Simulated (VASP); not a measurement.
Energy against volume of GdN (rock salt). Computed with vdW-DF2, VASP's PBE PAW potentials (set 64) (plane waves; VASP).

The 4f electrons are frozen in the core of the lanthanide potential, so 4f levels, which can set the real gap, and their magnetism are missing.

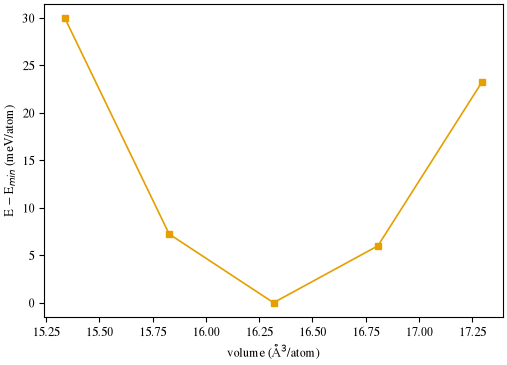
Figure. Energy against volume

Q: Estimate the equilibrium volume and the bulk modulus.

A: The minimum lies near 16.3 Å³/atom, and the curvature gives B0 of about 140 GPa.

Measured: bulk modulus 192 GPa (computed value off by -25.2 %), as given by K Doll, Journal of Physics Condensed Matter (2008), arXiv:0801.3152; a 4.974 Å (computed value off by +2.0 %), as given by F. Natali et al., Progress in Materials Science (2013), arXiv:1208.2410. The calculation is for a static lattice, while the measured bulk modulus, a hold thermal and zero-point effects, which are part of the difference.

The compound is GdN in the rock salt structure. It was relaxed first, which changed the volume by +6 %.
